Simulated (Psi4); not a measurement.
**BNH2Cl2 (BCl2(NH2)): B3LYP/6-31G(d) (Cartesian functions)**

What is the vertical ionisation energy of BNH2Cl2 (BCl2(NH2)) at B3LYP/6-31G* (Cartesian functions)? 

Program for the calculation: Psi4 1.11.

1 further run of the same task is left out (set aside as unsound or not needed).

## (1) The system as given

BNH2Cl2 has 6 atoms, charge 0, and is taken as a singlet. SMILES: `NB(Cl)Cl`. The shape is that of a GFN2-xTB optimisation.

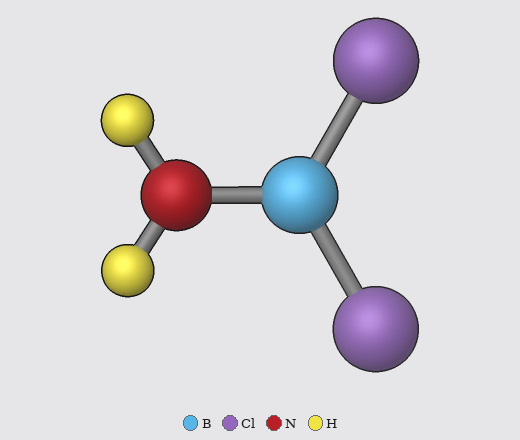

Viewed from a chosen angle; boron blue, chlorine purple, nitrogen red, hydrogen yellow.

## (2) Energy and gradient at B3LYP/6-31G(d) (Cartesian functions)

Contents of bcl2h2n.inp:

```
memory 1.6 GB

molecule {
  B      0.55348188     0.96651932     0.00759670
  Cl     3.71440788     1.01659707     0.87178735
  Cl    -0.97874585     3.73373977    -0.84200527
  N     -0.75248894    -1.30355198    -0.00627389
  H     -2.58300995    -1.45112069    -0.50000264
  H      0.04635498    -2.96218349     0.46889774
  units au
  symmetry c1
}

set {
  basis                6-31G*
  reference            rks
  puream               false
  e_convergence        1e-09
  d_convergence        1e-08
  scf_type             pk
  dft_radial_points    99
  dft_spherical_points 590
}

result, w = gradient("b3lyp", return_wfn=True)
```

The run is started by

```console
psi4 bcl2h2n.inp bcl2h2n.out -n 1
```

bcl2h2n.out:

```text
[...]
  Running in c1 symmetry.
[...]
  Nuclear repulsion =  184.008206136055946
[...]
  Multiplicity = 1
[...]
  Nalpha       = 24
  Nbeta        = 24
[...]
    Number of basis functions: 72
[...]
   @RKS iter   1: -1001.11004307723044    6.71274e-02   9.94906e-03 DIIS/ADIIS
[...]
   @RKS iter  11: -1001.33237410403717   -2.16005e-12   3.33601e-09 DIIS
[...]
    Orbital Energies [Eh]
    ---------------------
    Doubly Occupied:
       1A   -101.539729     2A   -101.539564     3A    -14.355035
       4A     -9.459156     5A     -9.458976     6A     -7.220487
       7A     -7.220309     8A     -7.214816     9A     -7.214636
      10A     -7.213688    11A     -7.213511    12A     -6.840617
      13A     -0.905716    14A     -0.845000    15A     -0.824176
      16A     -0.544845    17A     -0.536401    18A     -0.458029
      19A     -0.407194    20A     -0.385261    21A     -0.334793
      22A     -0.323457    23A     -0.308886    24A     -0.294594
[...]
  @RKS Final Energy: -1001.33237410403717
   => Energetics <=
    Nuclear Repulsion Energy =            184.0082061360559464
    One-Electron Energy =               -1746.1617053672091515
    Two-Electron Energy =                 615.8842635319963392
    DFT Exchange-Correlation Energy =     -55.0631384048804549
    Empirical Dispersion Energy =           0.0000000000000000
    VV10 Nonlocal Energy =                  0.0000000000000000
    Total Energy =                      -1001.3323741040371715
[...]
 Multipole Moments:
 ------------------------------------------------------------------------------------
     Multipole            Electronic (a.u.)      Nuclear  (a.u.)        Total (a.u.)
 ------------------------------------------------------------------------------------
 L = 1.  Multiply by 2.5417464519 to convert [e a0] to [Debye]
 Dipole X            :          1.8248730           -2.4202686           -0.5953956
 Dipole Y            :          3.1777751           -4.2091774           -1.0314023
 Dipole Z            :          0.0195393           -0.0286730           -0.0091337
 Magnitude           :                                                    1.1909534
[...]
  -Total Gradient:
     Atom            X                  Y                   Z
    ------   -----------------  -----------------  -----------------
       1        0.007597401149     0.013876425201     0.000092741720
       2       -0.022219080739    -0.000627965232    -0.006126446284
       3        0.010813790019    -0.019910355340     0.006037217141
       4        0.003006999445     0.005155645986     0.000078199796
       5        0.004036248857    -0.001481461066     0.001252485465
       6       -0.003229738579     0.002997408395    -0.001334352111
[...]
```

Wall time 8.4 s (1 thread of Intel Xeon 6975P-C (Granite Rapids), shared host); peak memory 0.84 GiB.

## (3) The doublet cation: the energy at UB3LYP/6-31G(d) (Cartesian functions)

Contents of input.in:

```
memory 1.6 GB

molecule m {
  1 2
  B
  Cl 1 1.73428
  Cl 1 1.733171 2 120.44442
  N 1 1.385896 3 119.84677 2 -179.90685
  H 4 1.006321 1 123.2737 3 0.2979
  H 4 1.006132 5 113.67979 1 -179.6988
  units angstrom
  symmetry c1
}

set reference uks
set puream false
set e_convergence 1e-09
set d_convergence 1e-08
set scf_type pk
set dft_radial_points 99
set dft_spherical_points 590
set maxiter 200

result, w = energy('b3lyp/6-31G*', return_wfn=True)
oeprop(w, 'MAYER_INDICES', 'LOWDIN_CHARGES', 'WIBERG_LOWDIN_INDICES', title='B3LYP')
```

The run is started by

```console
psi4 -i input.in -o input.out -n 1
```

input.out:

```text
[...]
  Running in c1 symmetry.
[...]
  Nuclear repulsion =  184.008206437688386
[...]
  Multiplicity = 2
[...]
  Nalpha       = 24
  Nbeta        = 23
[...]
    Number of basis functions: 72
[...]
   @UKS iter   1: -1000.72138376801774    4.55787e-01   9.61685e-03 ADIIS/DIIS
[...]
   @UKS iter  23: -1000.94434586105172   -1.36424e-12   2.40359e-09 DIIS
[...]
   @S^2 Observed:                7.606200240E-01
[...]
    Orbital Energies [Eh]
    ---------------------
    Alpha Occupied:
       1A   -101.783406     2A   -101.783227     3A    -14.696251
       4A     -9.701083     5A     -9.700921     6A     -7.461677
       7A     -7.461525     8A     -7.460381     9A     -7.460189
      10A     -7.453949    11A     -7.453794    12A     -7.093582
      13A     -1.220558    14A     -1.089681    15A     -1.061761
      16A     -0.835098    17A     -0.830369    18A     -0.695550
      19A     -0.675859    20A     -0.641641    21A     -0.583248
      22A     -0.564607    23A     -0.558406    24A     -0.534335
    Alpha Virtual:
      25A     -0.239442    26A     -0.158458    27A     -0.138155
[...]
  @UKS Final Energy: -1000.94434586105172
   => Energetics <=
    Nuclear Repulsion Energy =            184.0082064376883864
    One-Electron Energy =               -1734.0987418920985874
    Two-Electron Energy =                 603.9210492161925004
    DFT Exchange-Correlation Energy =     -54.7748596228339864
    Empirical Dispersion Energy =           0.0000000000000000
    VV10 Nonlocal Energy =                  0.0000000000000000
    Total Energy =                      -1000.9443458610517155
[...]
 Multipole Moments:
 ------------------------------------------------------------------------------------
     Multipole            Electronic (a.u.)      Nuclear  (a.u.)        Total (a.u.)
 ------------------------------------------------------------------------------------
 L = 1.  Multiply by 2.5417464519 to convert [e a0] to [Debye]
 Dipole X            :         -0.0054690            0.0099983            0.0045293
 Dipole Y            :          2.1911836           -4.2173233           -2.0261398
 Dipole Z            :          1.2498783           -2.4061943           -1.1563160
 Magnitude           :                                                    2.3328801
[...]
```

Wall time 16 s (1 thread of Intel Xeon 6975P-C (Granite Rapids), shared host); peak memory 0.84 GiB.

## (4) Summary of results

Level: B3LYP/6-31G* (Cartesian functions).

```
                                          quantity           value
                     singlet BNH2Cl2: total energy  -1001.33237 Eh
                    singlet BNH2Cl2: dipole moment          3.03 D
                      singlet BNH2Cl2: HOMO energy        -8.02 eV
                      singlet BNH2Cl2: LUMO energy         0.36 eV
                    singlet BNH2Cl2: HOMO–LUMO gap         8.38 eV
         singlet BNH2Cl2: largest force on an atom      1.206 eV/Å
                      doublet cation: total energy  -1000.94435 Eh
doublet cation: HOMO energy (highest over α and β)       -14.44 eV
 doublet cation: LUMO energy (lowest over α and β)       -13.08 eV
                              doublet cation: ⟨S²⟩           0.761
vertical ionisation energy (to the doublet cation)       10.559 eV
```

**Reading.** Removing an electron at fixed nuclei costs 10.56 eV (243 kcal/mol). The largest force (singlet BNH2Cl2) is 1.21 eV/Å: the shape isn't a stationary point for this species at this level. −ε(HOMO) before ionisation, 8.02 eV, is 2.54 eV below this ionisation energy.
